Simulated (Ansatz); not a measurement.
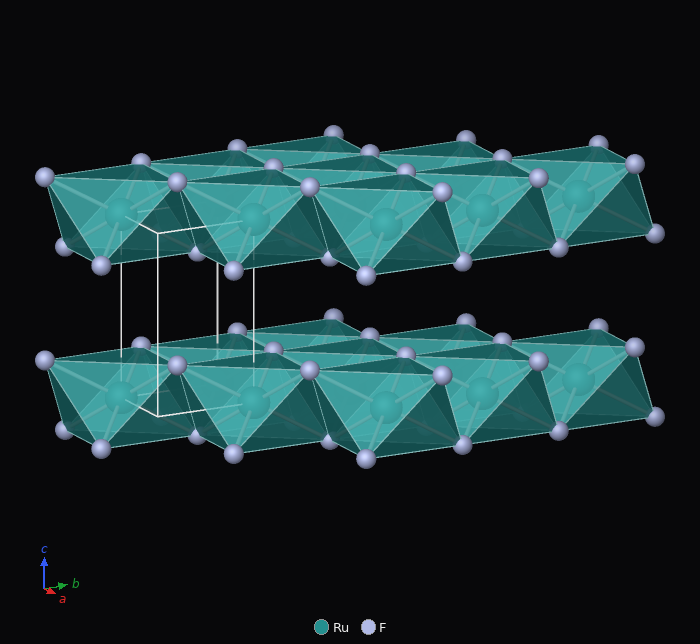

Polyhedra are drawn about Ru (bonds: F–Ru below 2.4 Å); other atoms are plain spheres.

RuF₂ (space group P-3m1, No. 164): coordinates from a relaxation at fixed volume with DFT PBEsol, scalar-relativistic, plane waves, PAW (Ansatz); the starting structure was generated, so it need not be a known form of this composition.

Question: What figure surrounds each Ru atom, and what does it share with the other drawn polyhedra?

Answer: Ru: RuF6 octahedron, sharing edges with six neighbours.

Question: What is the connectivity of the polyhedra: isolated, groups, chains, layers or framework?

Answer: They form layers of edge-sharing octahedra parallel to (001).

Question: How far apart are the centres of linked polyhedra?

Answer: Centre to centre across a shared edge: 3.22 Å.
